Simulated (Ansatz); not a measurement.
# TaN (P-62m): zone-centre modes under pressure

Wanted: Grüneisen parameters and pressure coefficients of the modes of TaN (P-62m).

Method: DFT PBEsol, scalar-relativistic, plane waves, PAW; PAW set soft_1, in Ansatz 0.2.0.

## (1) Starting point

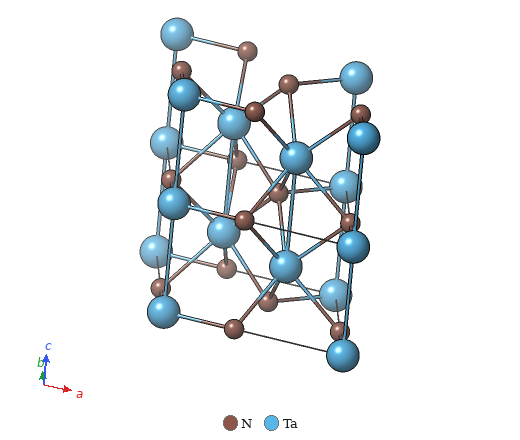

The starting structure, seen slightly off an axis (nitrogen brown, tantalum blue). 1×1×2 cells are drawn. Some periodic images of atoms are drawn too.

## (2) Bringing the structure to rest

The cell and atoms are relaxed, since residual forces and stress would shift the frequencies.

Input file input.yaml:

```yaml
crystal:
  lattice:
    - [5.196, 0.0, 0.0]
    - [-2.598, 4.4998679981, 0.0]
    - [0.0, 0.0, 2.911]
  atoms:
    - { symbol: "N", position: [0.39285, 0.0, 0.0] }
    - { symbol: "N", position: [0.60715, 0.60715, 0.0] }
    - { symbol: "N", position: [0.0, 0.39285, 0.0] }
    - { symbol: Ta, position: [0.33333333, 0.66666667, 0.5] }
    - { symbol: Ta, position: [0.66666667, 0.33333333, 0.5] }
    - { symbol: Ta, position: [0.0, 0.0, 0.0] }
kpoints:
  mp_grid: { grid: [9, 9, 12] }
hamiltonian:
  xc: pbesol
  pseudopotentials: { kind: paw, azcp: { folder: soft_1 }, xc_functional: pbe }
scf:
  occupations: { method: gaussian, width: 0.1 }
output:
  forces: true
  stress: true
  eigenvalues: true
relax:
  adjacent_minimum: "off"
  f_tol: 0.005
  max_steps: 80
  cell: { stress_tol: 0.05 }
```

Run with:

```sh
> ansatz run input.yaml --threads 8 --pin off --max-ram 16384MiB --backend cpu --events-out ev --progress --plain --runs-dir out
```

Numbers of over 12 decimals in the logs are rounded to 6 here.

The log of the run:

```text
Engine: ansatz 0.2.0, aarch64-unknown-linux-gnu
Pseudopotentials: kind: paw
Pseudopotential: N, paw, valence charge 5, recommended cutoff 420 eV (normal), soft_1/N.paw.azcp
Pseudopotential: Ta, paw, valence charge 13, recommended cutoff 420 eV (normal), soft_1/Ta.paw.azcp
Functional definition: PBEsol
  exchange = pbesol_x
  correlation = pbesol_c
Crystal: 6 atoms, lattice volume = 68.063 Å³
Basis set: ecut = 420 eV, 1287 PW (Γ), exchange–correlation on 72×72×40 points (8 copies of the dense FFT grid, shifted against one another)
Bands: 33, of which v1, the nominal top of the filled ones, is band 27 counted from 1 (26 counted from 0)
Symmetry: 12 space group operations
Space group: P-62m (ITA 189), of the structure as read, at distance tolerance 4.1e-5 Å
k-points: 84 of 972 (time reversal used)
Non-local potential: N, projectors of the file, l = 0: 2, l = 1: 2, l = 2: 1
Non-local potential: Ta, projectors of the file, l = 0: 3, l = 1: 2, l = 2: 2, l = 3: 1
PAW form: soft (Blöchl's): semilocal exchange-correlation on the pseudo side does not see the compensation charge
PAW frozen core: N, regenerated for the run's functional, and the local potential with it (the file was generated under x = pbe(κ = 0.804, μ = 0.219515), c = pbe(β = 0.066725))
PAW frozen core: Ta, regenerated for the run's functional, and the local potential with it (the file was generated under x = pbe(κ = 0.804, μ = 0.219515), c = pbe(β = 0.066725))
PAW one-centre angular grid: N, 110 points (default); XC on 64 Gauss nodes
PAW one-centre angular grid: Ta, 590 points (default); XC on 64 Gauss nodes
Initial density: superposition of atomic densities (chi_scale 0.1, normalization cell, long waves kept (reshape's long-wave potential 0.01 eV rms))
Initial wavefunctions: pseudopotential atomic-orbital guess
Functional: x = pbesol(κ = 0.804, μ = 0.123457), c = pbesol(β = 0.046)
SCF iter   1: F=—  HF=-30566.413052 eV  |F-HF|=—  |Δ(HF+E_count)|=         —  Δρ=6.39e-2  dr2=3.50e0  ethr=3.10e-3  ⟨swp⟩=4.9  Hψ=11185  notcnv=0
preconditioner: auto → Resta (q_TF=auto, 2.625 Å⁻¹)  ε∞=7.2  [insulator: Δε(μ)=0.128 eV  Ē_g=9.865 eV  σ=0.100 eV  W_gap=0.62  n_scr=26 (ndim 8)  ℏωp=24.7 eV  f_vac=0.000  D(μ)=0.21/eV (n_scr^D=0)  ε∞_Penn≈7.2]
SCF iter   2: F=—  HF=-30565.772344 eV  |F-HF|=—  |Δ(HF+E_count)|=   6.41e-1  Δρ=3.10e-2  dr2=3.09e-1  ethr=3.10e-3  ⟨swp⟩=2.1  Hψ=4902  notcnv=0  defer=128
preconditioner: auto → Kerker (q_TF=auto, 2.625 Å⁻¹)  [metal: Δε(μ)=0.009 eV  Ē_g=9.544 eV  σ=0.100 eV  W_gap=0.05  n_scr=26 (ndim 8)  ℏωp=24.7 eV  f_vac=0.000  D(μ)=0.38/eV (n_scr^D=0)]
SCF iter   3: F=—  HF=-30565.746999 eV  |F-HF|=—  |Δ(HF+E_count)|=   2.53e-2  Δρ=1.48e-2  dr2=7.95e-2  ethr=5.72e-4  ⟨swp⟩=1.1  Hψ=2650  notcnv=0  defer=128
SCF iter   4: F=—  HF=-30565.738957 eV  |F-HF|=—  |Δ(HF+E_count)|=   8.04e-3  Δρ=2.02e-3  dr2=2.82e-3  ethr=1.47e-4  ⟨swp⟩=2.4  Hψ=3994  notcnv=0  defer=128
SCF iter   5: F=—  HF=-30565.738558 eV  |F-HF|=—  |Δ(HF+E_count)|=   3.99e-4  Δρ=7.69e-4  dr2=4.04e-4  ethr=5.22e-6  ⟨swp⟩=2.0  Hψ=3551  notcnv=0  defer=128
SCF iter   6: F=—  HF=-30565.738475 eV  |F-HF|=—  |Δ(HF+E_count)|=   8.28e-5  Δρ=1.38e-4  dr2=1.46e-5  ethr=7.47e-7  ⟨swp⟩=2.0  Hψ=3847  notcnv=0  defer=128
SCF iter   7: F=—  HF=-30565.738482 eV  |F-HF|=—  |Δ(HF+E_count)|=   6.43e-6  Δρ=2.23e-5  dr2=3.61e-7  ethr=2.71e-8  ⟨swp⟩=2.0  Hψ=3975  notcnv=0  defer=128
SCF iter   8: F=-30565.738482 eV  HF=-30565.738482 eV  |F-HF|=5.55e-9  |Δ(HF+E_count)|=   3.51e-8  Δρ=4.37e-6  dr2=1.40e-8  ethr=1.85e-10  ⟨swp⟩=10.2  Hψ=11480  notcnv=0
SCF 1 converged in 8 iterations: F = -30565.738482 eV  dr2 = 1.40e-8
  greatest PAW one-centre occupation: 0.999 electrons in one spin orbital (limit 2), on the Ta atom at site 4 (counted from 0), in its partial waves of l = 0
relax step   1: F+E_penalty+E_count = -30565.73848171 eV  Δ(F+E_penalty+E_count) = +0.000e0 eV  max|allowed force component| = 1.852e-2 eV/Å  Δτ_max = 0.0000 Å  P = -3.925 GPa  Ω = 68.063 Å³  (8 SCF iters, dr2 threshold 1.00e-7 eV, accepted)
Crystal: 6 atoms, lattice volume = 66.915 Å³
Initial density: handed on by an earlier stage of this run
Initial wavefunctions: those handed on with the density
iter 1 solved again at ethr=9.97e-6 eV; its pass at ethr=3.10e-3 eV (dr2=5.38e-3 eV) is discarded
SCF iter   1: F=—  HF=-30565.750086 eV  |F-HF|=—  |Δ(HF+E_count)|=         —  Δρ=2.88e-3  dr2=5.32e-3  ethr=9.97e-6  ⟨swp⟩=1.5  Hψ=14861  notcnv=0
preconditioner: auto → Kerker (q_TF=auto, 2.633 Å⁻¹)  [metal: Δε(μ)=0.084 eV  Ē_g=9.669 eV  σ=0.100 eV  W_gap=0.45  n_scr=26 (ndim 8)  ℏωp=24.9 eV  f_vac=0.000  D(μ)=0.32/eV (n_scr^D=0)]
SCF iter   2: F=—  HF=-30565.748746 eV  |F-HF|=—  |Δ(HF+E_count)|=   1.34e-3  Δρ=8.45e-4  dr2=4.92e-4  ethr=9.86e-6  ⟨swp⟩=2.0  Hψ=3854  notcnv=0
SCF iter   3: F=—  HF=-30565.748618 eV  |F-HF|=—  |Δ(HF+E_count)|=   1.28e-4  Δρ=4.09e-4  dr2=1.19e-4  ethr=9.11e-7  ⟨swp⟩=1.9  Hψ=3354  notcnv=0
SCF iter   4: F=—  HF=-30565.748578 eV  |F-HF|=—  |Δ(HF+E_count)|=   3.94e-5  Δρ=6.34e-5  dr2=2.50e-6  ethr=2.20e-7  ⟨swp⟩=2.2  Hψ=3939  notcnv=0
SCF iter   5: F=-30565.748578 eV  HF=-30565.748578 eV  |F-HF|=8.12e-8  |Δ(HF+E_count)|=   2.86e-7  Δρ=1.66e-5  dr2=2.02e-7  ethr=1.11e-9  ⟨swp⟩=6.0  Hψ=11171  notcnv=0
SCF 2 converged in 5 iterations: F = -30565.748578 eV  dr2 = 2.02e-7
relax step   2: F+E_penalty+E_count = -30565.74857804 eV  Δ(F+E_penalty+E_count) = -1.010e-2 eV  max|allowed force component| = 4.393e-2 eV/Å  Δτ_max = 0.0011 Å  P = +1.772 GPa  Ω = 66.915 Å³  energy of the carried Pulay correction = +1.923e-3 eV  (5 SCF iters, dr2 threshold 6.00e-7 eV, accepted)
Crystal: 6 atoms, lattice volume = 67.216 Å³
iter 1 solved again at ethr=9.56e-7 eV; its pass at ethr=3.10e-3 eV (dr2=5.16e-4 eV) is discarded
SCF iter   1: F=—  HF=-30565.750407 eV  |F-HF|=—  |Δ(HF+E_count)|=         —  Δρ=8.47e-4  dr2=5.04e-4  ethr=9.56e-7  ⟨swp⟩=2.7  Hψ=14321  notcnv=0
preconditioner: auto → Kerker (q_TF=auto, 2.631 Å⁻¹)  [metal: Δε(μ)=0.047 eV  Ē_g=9.616 eV  σ=0.100 eV  W_gap=0.26  n_scr=26 (ndim 8)  ℏωp=24.8 eV  f_vac=0.000  D(μ)=0.35/eV (n_scr^D=0)]
SCF iter   2: F=—  HF=-30565.750299 eV  |F-HF|=—  |Δ(HF+E_count)|=   1.08e-4  Δρ=3.77e-4  dr2=1.03e-4  ethr=9.33e-7  ⟨swp⟩=2.0  Hψ=3473  notcnv=0
SCF iter   3: F=—  HF=-30565.750265 eV  |F-HF|=—  |Δ(HF+E_count)|=   3.34e-5  Δρ=1.47e-4  dr2=1.70e-5  ethr=1.90e-7  ⟨swp⟩=2.0  Hψ=3090  notcnv=0
SCF iter   4: F=—  HF=-30565.750259 eV  |F-HF|=—  |Δ(HF+E_count)|=   6.20e-6  Δρ=3.42e-5  dr2=7.32e-7  ethr=3.15e-8  ⟨swp⟩=2.0  Hψ=3974  notcnv=0
SCF iter   5: F=-30565.750259 eV  HF=-30565.750259 eV  |F-HF|=7.80e-9  |Δ(HF+E_count)|=   1.74e-7  Δρ=8.95e-6  dr2=3.61e-8  ethr=1.11e-9  ⟨swp⟩=5.2  Hψ=10341  notcnv=0
SCF 3 converged in 5 iterations: F = -30565.750259 eV  dr2 = 3.61e-8
relax step   3: F+E_penalty+E_count = -30565.75025881 eV  Δ(F+E_penalty+E_count) = -1.681e-3 eV  max|allowed force component| = 1.216e-3 eV/Å  Δτ_max = 0.0024 Å  P = +0.104 GPa  Ω = 67.216 Å³  energy of the carried Pulay correction = +1.414e-3 eV  (5 SCF iters, dr2 threshold 6.00e-7 eV, accepted)
[...]
relax step   4: F+E_penalty+E_count = -30565.75037625 eV  Δ(F+E_penalty+E_count) = -1.174e-4 eV  max|allowed force component| = 6.884e-3 eV/Å  Δτ_max = 0.0010 Å  P = -0.079 GPa  Ω = 67.263 Å³  energy of the carried Pulay correction = +1.335e-3 eV  (4 SCF iters, dr2 threshold 5.00e-7 eV, accepted)
[...]
relax step   5: F+E_penalty+E_count = -30565.75039352 eV  Δ(F+E_penalty+E_count) = -1.727e-5 eV  max|allowed force component| = 7.718e-3 eV/Å  Δτ_max = 0.0008 Å  P = -0.059 GPa  Ω = 67.255 Å³  energy of the carried Pulay correction = +1.349e-3 eV  (4 SCF iters, dr2 threshold 2.63e-8 eV, accepted)
[...]
relax step   6: F+E_penalty+E_count = -30565.75041957 eV  Δ(F+E_penalty+E_count) = -2.606e-5 eV  max|allowed force component| = 3.659e-5 eV/Å  Δτ_max = 0.0003 Å  P = +0.000 GPa  Ω = 67.244 Å³  energy of the carried Pulay correction = +1.367e-3 eV  (4 SCF iters, dr2 threshold 2.27e-8 eV, accepted)
Initial wavefunctions: pseudopotential atomic-orbital guess (no wavefunctions were taken with the density)
iter 1 solved again at ethr=1.55e-8 eV; its pass at ethr=3.10e-3 eV (dr2=8.39e-6 eV) is discarded
SCF iter   1: F=—  HF=-30565.749075 eV  |F-HF|=—  |Δ(HF+E_count)|=         —  Δρ=5.31e-5  dr2=2.72e-7  ethr=1.55e-8  ⟨swp⟩=3.5  Hψ=19770  notcnv=0
SCF iter   2: F=—  HF=-30565.749085 eV  |F-HF|=—  |Δ(HF+E_count)|=   1.01e-5  Δρ=2.76e-5  dr2=6.74e-8  ethr=5.03e-10  ⟨swp⟩=2.0  Hψ=3878  notcnv=0
SCF iter   3: F=—  HF=-30565.749085 eV  |F-HF|=—  |Δ(HF+E_count)|=   7.29e-8  Δρ=6.32e-6  dr2=3.75e-9  ethr=1.25e-10  ⟨swp⟩=2.7  Hψ=4174  notcnv=0
SCF iter   4: F=—  HF=-30565.749085 eV  |F-HF|=—  |Δ(HF+E_count)|=   3.77e-9  Δρ=4.32e-7  dr2=8.06e-11  ethr=6.95e-12  ⟨swp⟩=2.0  Hψ=3890  notcnv=0
SCF iter   5: F=-30565.749085 eV  HF=-30565.749085 eV  |F-HF|=3.64e-12  |Δ(HF+E_count)|=  7.28e-12  Δρ=5.22e-8  dr2=2.03e-12  ethr=1.00e-12  ⟨swp⟩=4.7  Hψ=9338  notcnv=0
SCF 7 converged in 5 iterations: F = -30565.749085 eV  dr2 = 2.03e-12
relax step   7: F+E_penalty+E_count = -30565.74908532 eV  Δ(F+E_penalty+E_count) = +1.334e-3 eV  max|allowed force component| = 1.078e-4 eV/Å  Δτ_max = 0.0000 Å  P = -0.031 GPa  Ω = 67.244 Å³  stress off target by 3.47e-2 GPa  SCF on the basis re-selected at this cell (its energy is not comparable with the rows above)  (5 SCF iters)
basis re-selected at this cell: Δ(F+E_penalty+E_count) = +1.334e-3 eV, ΔP = -0.031 GPa vs the last step (what re-selecting the basis moved, of the pressure what is left beyond the Pulay correction that the steps carried, after the strain that the cell walked since its last selection, with what the two solves' SCF thresholds leave and, on support functions, any second-order correction that the steps lacked; it is no m [...]
SCF converged after 5 iterations
Free energy (F): -30565.749085 eV
Harris-Foulkes:  -30565.749085 eV  (|F-HF|=3.64e-12)
Internal energy: -30565.747383 eV  (E = F + TS)
E sigma→0 (E₀):  -30565.748234 eV
Entropy (-TS):   -0.001702 eV (-0.284 meV/atom)
Fermi energy:    19.796301 eV
--- Per-component energies (eV) ---
  E_band       = -217.534199
  E_kinetic    = 1570.211636
  E_local      = -1969.889116  (includes V_loc(G=0)·N_el)
  E_nonlocal   = 80.193672
  E_hartree    = 703.881816
  E_xc         = -1136.042179
  E_vxc        = -929.271310  (∫ρ·V_xc dr)
  E_paw        = -24914.444903  (= ΣΔE_a)
  E_vpaw       = -376.545503  (= ΣTr[D̂ρ^β])
  E_aug_tail   = 0.002820  (compensation charges beyond the density's cutoff)
  E_ewald      = -4900.386563
  E_core_change = 0.725435  (= ΣΔE_core)
  E_smearing   = -0.001702  (= −TS)
  E_closure    = -0.000000  (closes the sum)
  Σ components = -30565.749085   (vs F -30565.749085, Δ=0.00e0)
--- Forces (eV/Å), atoms counted from 1 ---
  atom   1  N     -0.00010782    -0.00000000     0.00000000
  atom   2  N      0.00005391     0.00009337     0.00000000
  atom   3  N      0.00005391    -0.00009337     0.00000000
  atom   4  Ta    -0.00000000    -0.00000000     0.00000000
  atom   5  Ta    -0.00000000     0.00000000     0.00000000
  atom   6  Ta     0.00000000    -0.00000000    -0.00000000
  max |Σ_I F_I| component: 1.02e-16 eV/Å
--- Stress (GPa, compression-positive) ---
       -0.028737       0.000000      -0.000000
        0.000000      -0.028737       0.000000
       -0.000000       0.000000      -0.034664
  P = ⅓ Tr σ = -0.0307 GPa (-0.307 kbar)
--- Band table (eV; the first three rows and the last of 84) ---
  k-point 0: bands = [... 23 lower, 15.4429, 16.3823, 17.7677, 18.7825, 18.7825, 20.3173, 20.3173, 21.5684, ... 2 higher]
  k-point 1: bands = [... 23 lower, 15.0351, 16.6353, 18.1216, 18.4445, 18.4445, 20.7418, 20.7418, 21.6844, ... 2 higher]
  k-point 2: bands = [... 23 lower, 14.4557, 17.3824, 18.0371, 18.0371, 18.9450, 21.1856, 21.1856, 21.7216, ... 2 higher]
  k-point 83: bands = [... 23 lower, 15.6786, 17.1189, 17.1189, 18.0130, 22.2778, 22.2778, 22.3307, 22.3687, ... 2 higher]
--- Relaxed structure (6 steps of the walk, 6 accepted, 1 SCFs on fresh bases) ---
  F+E_penalty+E_count = -30565.74908532 eV   max|allowed force component| = 1.078e-4 eV/Å   (the final SCF, on the basis selected at the relaxed cell)
  cell:  # Å, volume = 67.2443 Å³
    - [5.178308, 0.0, 0.0]
    - [-2.589154, 4.484546, 0.0]
    - [0.0, 0.0, 2.895670]
  atoms:
    - { symbol: N, position: [0.393427, 0, 0.0] }
    - { symbol: N, position: [0.606573, 0.606573, 0.0] }
    - { symbol: N, position: [0.0, 0.393427, 0.0] }
    - { symbol: Ta, position: [0.333333, 0.666667, 0.500000] }
    - { symbol: Ta, position: [0.666667, 0.333333, 0.500000] }
    - { symbol: Ta, position: [0, 0, 0.0] }
```

It took 27 s on 8 threads of Arm Neoverse N1, shared host; peak memory 0.54 GiB; 3.5 min of CPU time.

Relaxation path:

```tsv
step	energy less that of the first step (eV)	largest force component (eV/Å)	pressure (GPa)	volume (Å³)
1	0.0000	0.0185	-3.93	68.06
2	-0.0101	0.0439	1.77	66.91
3	-0.0118	0.0012	0.10	67.22
4	-0.0119	0.0069	-0.08	67.26
5	-0.0119	0.0077	-0.06	67.25
6	-0.0119	0.0000	0.00	67.24
7*	-0.0106	0.0001	-0.03	67.24
```

Relaxation steps marked * repeat the geometry before them on a plane-wave basis chosen anew for their cell, so energy and pressure can jump there.

Forces are held to the 12 operations that the run works with; a distortion that breaks them can't arise in this run.

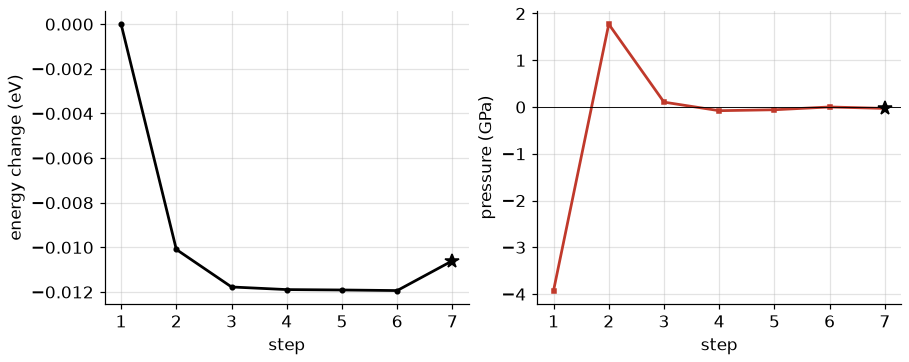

Energy and pressure along the relaxation. Stars mark steps on a basis chosen anew.

```tsv
conventional cell, symmetrised	before	after	change
a (Å)	5.196	5.178	-0.3 %
b (Å)	5.196	5.178	-0.3 %
c (Å)	2.911	2.896	-0.5 %
volume (Å³/atom)	11.34	11.21	-1.2 %
```

The relaxed structure:

```xyz
6
Lattice="5.1783 0.0000 0.0000 -2.5892 4.4845 0.0000 0.0000 0.0000 2.8957" Properties=species:S:1:pos:R:3 pbc="T T T"
N     2.0373    0.0000    0.0000
N     1.5705    2.7202    0.0000
N    -1.0186    1.7643    0.0000
Ta    0.0000    2.9897    1.4478
Ta    2.5892    1.4948    1.4478
Ta    0.0000    0.0000    0.0000
```

This step gave:

* pressure: -0.03071 GPa
* volume per atom: 11.21 Å³
* gap on the k-mesh: 0 eV

In this step the volume went from 11.34 to 11.21 Å³/atom.

## (3) Tight relaxation

Phonons need small forces and stress, so the relaxation is finished with tight tolerances on 9×9×12 k points.

input.yaml, the sections that differ from step 2:

```yaml
crystal:
  lattice:
    - [5.1783077745, 0.0, 0.0]
    - [-2.5891538873, 4.4845460814, 0.0]
    - [0.0, 0.0, 2.8956700627]
  atoms:
    - { symbol: "N", position: [0.3934270257, 0.0, 0.0] }
    - { symbol: "N", position: [0.6065729743, 0.6065729743, 0.0] }
    - { symbol: "N", position: [0.0, 0.3934270257, 0.0] }
    - { symbol: Ta, position: [0.3333333333, 0.6666666667, 0.5] }
    - { symbol: Ta, position: [0.6666666667, 0.3333333333, 0.5] }
    - { symbol: Ta, position: [0.0, 0.0, 0.0] }
scf:
  occupations: { method: methfessel_paxton, width: 0.2 }
relax:
  adjacent_minimum: "off"
  f_tol: 0.001
  max_steps: 60
  cell: { stress_tol: 0.01 }
# kpoints, hamiltonian, output: as in step 2
```

The log of the run:

```text
[...]
Crystal: 6 atoms, lattice volume = 67.244 Å³
Basis set: ecut = 420 eV, 1287 PW (Γ), exchange–correlation on 72×72×40 points (8 copies of the dense FFT grid, shifted against one another)
Bands: 33, of which v1, the nominal top of the filled ones, is band 27 counted from 1 (26 counted from 0)
Symmetry: 12 space group operations
[...]
k-points: 84 of 972 (time reversal used)
[...]
cell:  # Å, volume = 67.2362 Å³
    - [5.177682, 2.8863944261493014e-11, 0.0]
    - [-2.588841, 4.484004, 0.0]
    - [0.0, 0.0, 2.896021]
  atoms:
    - { symbol: N, position: [0.393460, 0, 0.0] }
    - { symbol: N, position: [0.606540, 0.606540, 0.0] }
    - { symbol: N, position: [0.0, 0.393460, 0.0] }
    - { symbol: Ta, position: [0.333333, 0.666667, 0.5] }
    - { symbol: Ta, position: [0.666667, 0.333333, 0.5] }
    - { symbol: Ta, position: [0, 0, 0.0] }
[key lines of the parts left out:]
SCF converged after 4 iterations
Free energy (F): -30565.746969 eV
Fermi energy:    19.815178 eV
P = ⅓ Tr σ = -0.0039 GPa (-0.039 kbar)
```

It took 17 s on 8 threads; peak memory 0.54 GiB; 2.1 min of CPU time.

Little changed from the start: no atom moved by 0.005 Å and no cell edge by 0.1 %.

Numbers from this step:

```
pressure : -0.003930 GPa
```

The largest force component left is 0.029 meV/Å and the pressure is -0.004 GPa, within the tolerances set. The cell now holds 11.21 Å³/atom.

[end of part 1 of 3]

[Logs are printed without paths, hosts, clocks, repeated set-up lines and the standing remarks that a program may print on its own settings, such as how far it seeks lower states.]

[Hosts, paths, dates, database ids (printed as entryN), source tags and the programs' standing remarks are cut or masked in the printed files.]
